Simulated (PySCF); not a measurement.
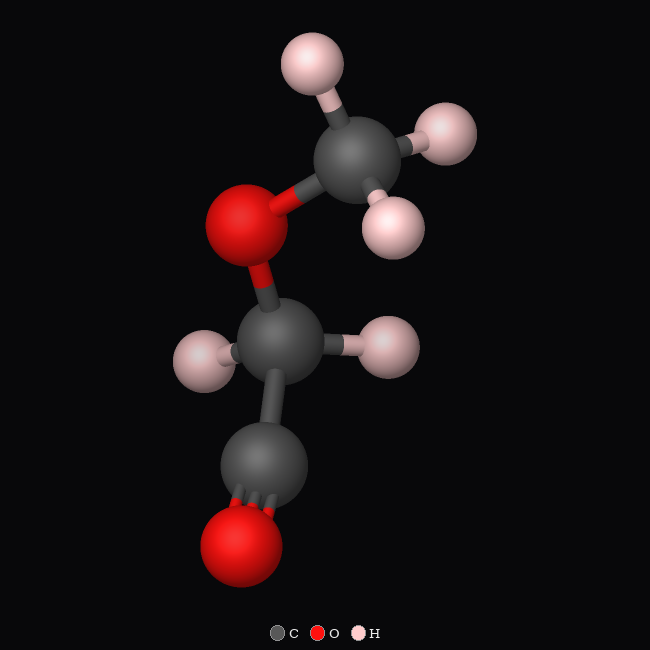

The picture shows a molecular structure as a ball-and-stick model. Double and triple bonds are drawn as two and three sticks.

State: charge +1, singlet. Computed geometry: PBE0-D3(BJ)/def2-SVP optimisation. No frequency run is at hand to confirm it as a minimum.

Give the formula.

C₃H₅O₂⁺, 10 atoms: 3 carbon, 5 hydrogen and 2 oxygen.

Give a SMILES string for it.

COCC#[O+]

Name functional groups in it.

Among them: ether.

Which point group does it belong to?

C1.

The parts below concern this one geometry. Atoms keep their numbers from picture to picture.

Geometry

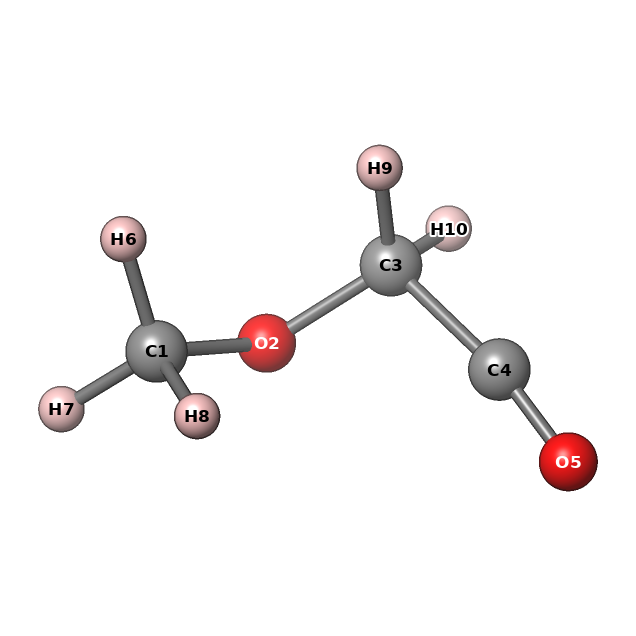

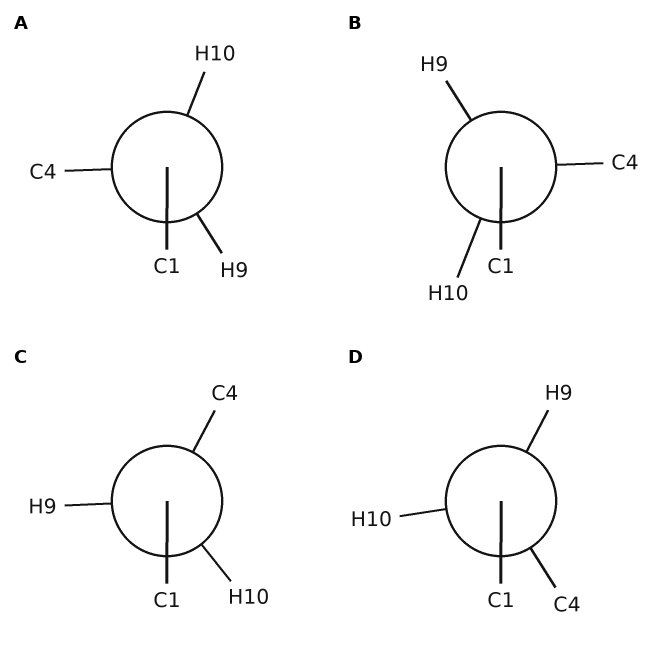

Depth is shown by fading: the farther an atom, the more it takes the colour of the background. Bonds that would overlap in a projection are set slightly apart. No frequency run is at hand to confirm it as a minimum.

Which Newman projection shows the view along O2–C3, with O2 in front?

A. The torsion angle C1–O2–C3–C4 is 88°, about perpendicular.

Quadrupole coupling

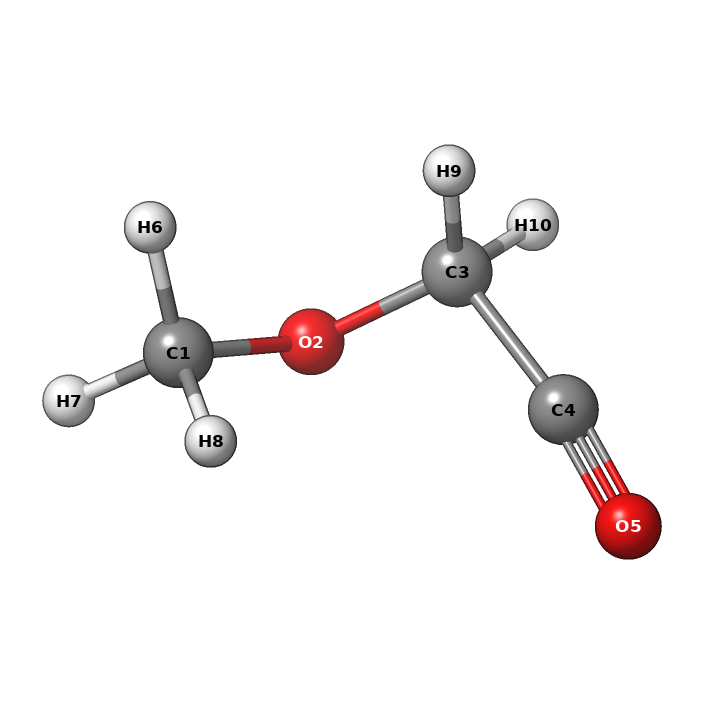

No frequency run is at hand to confirm it as a minimum. Electric field gradients from the ground-state density, PBE0/pcSseg-1 in benzene (IEF-PCM) (PySCF 2.14.0), non-relativistic apart from any core potentials.

Give the largest field-gradient component, the quadrupole coupling constant and the asymmetry for 17O at O2 (Q = −25.6 mb), 17O at O5 (Q = −25.6 mb).

| atom | V_zz (a.u.) | e²qQ/h (MHz) | η |
| --- | --- | --- | --- |
| O2 | 2.078 | −12.50 | 0.74 |
| O5 | −0.492 | 2.96 | 0.32 |

NMR shielding

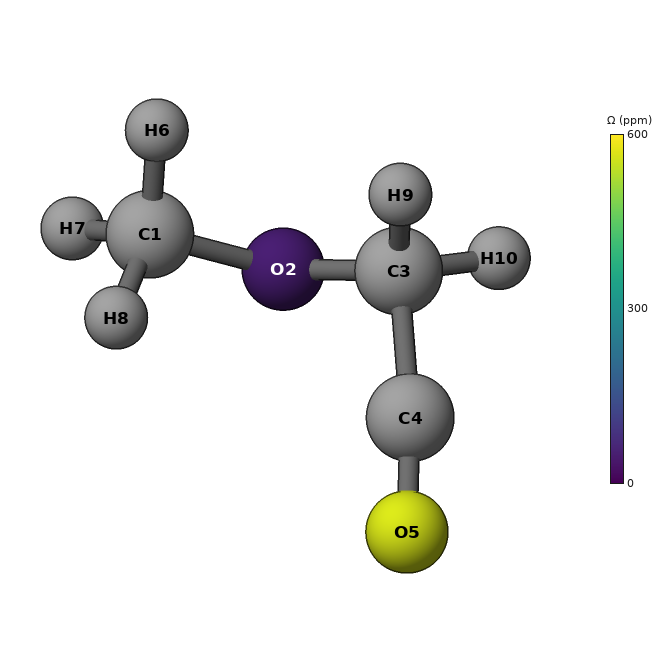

The O atoms are coloured by the span of their shielding tensor. No frequency run is at hand to confirm it as a minimum. Method: GIAO PBE0/pcSseg-1 NMR shielding, non-relativistic, IEF-PCM benzene (PySCF 2.14.0). Principal shieldings σ11 ≤ σ22 ≤ σ33, span Ω = σ33 − σ11, skew κ = 3(σiso − σ22)/Ω.

Which O atom has the most anisotropic shielding?

O5, with a span of 561 ppm.

Give the shielding tensors of the O atoms.

| atom | σ11 | σ22 | σ33 | σiso | Ω | κ |
| --- | --- | --- | --- | --- | --- | --- |
| O2 | 287.4 | 329.6 | 337.6 | 318.2 | 50.3 | −0.68 |
| O5 | −248.1 | −201.9 | 313.0 | −45.7 | 561.1 | 0.84 |

Shieldings and span in ppm.

Excitation

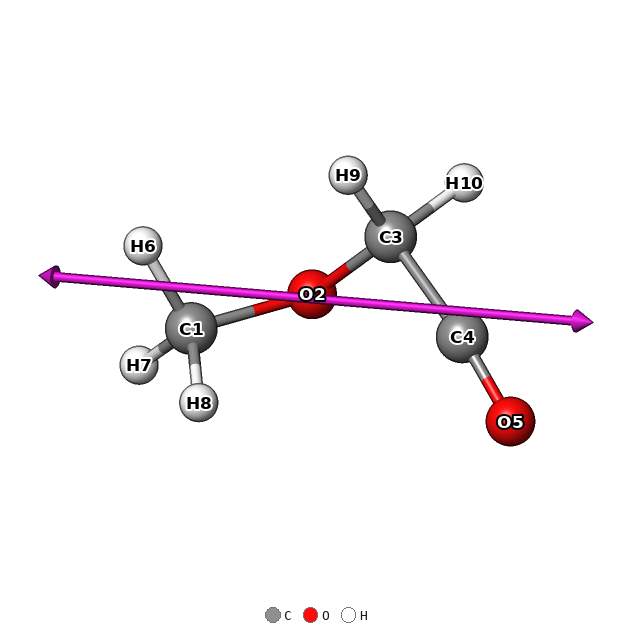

The double arrow shows the direction of the transition dipole to excited singlet state 1 (its length means nothing). No frequency run is at hand to confirm it as a minimum. Level of theory: TDDFT PBE0/def2-SVPD, vertical, gas phase, core orbitals frozen in the response (PySCF 2.14.0).

How is the transition polarised?

Close to the long direction C1···O5.

Give its energy, strength and character.

4.49 eV (276 nm), oscillator strength 0.024, mainly HOMO → LUMO (weight 0.92); transition dipole 1.18 D.

Charges

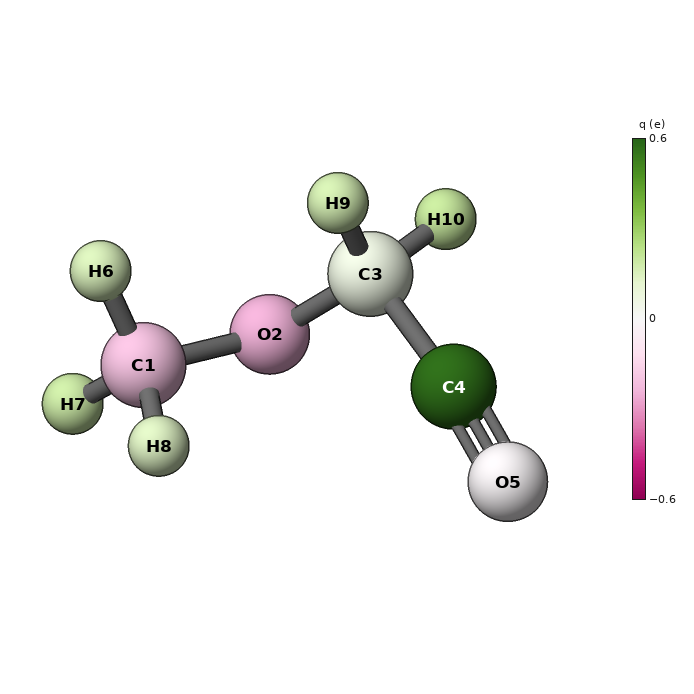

Atoms are coloured by their ESP-fitted charges. No frequency run is at hand to confirm it as a minimum. Properties computed with PBE0/pcSseg-1 in benzene (IEF-PCM) (PySCF 2.14.0).

Which atom carries the highest charge (most positive or least negative)?

C4 (0.57 e).

And the lowest?

O2 (−0.25 e).

List the ESP-fitted charges.

| atom | value (e) |
| --- | --- |
| C1 | −0.21 |
| O2 | −0.25 |
| C3 | 0.06 |
| C4 | 0.57 |
| O5 | −0.01 |
| H6 | 0.15 |
| H7 | 0.18 |
| H8 | 0.14 |
| H9 | 0.17 |
| H10 | 0.20 |
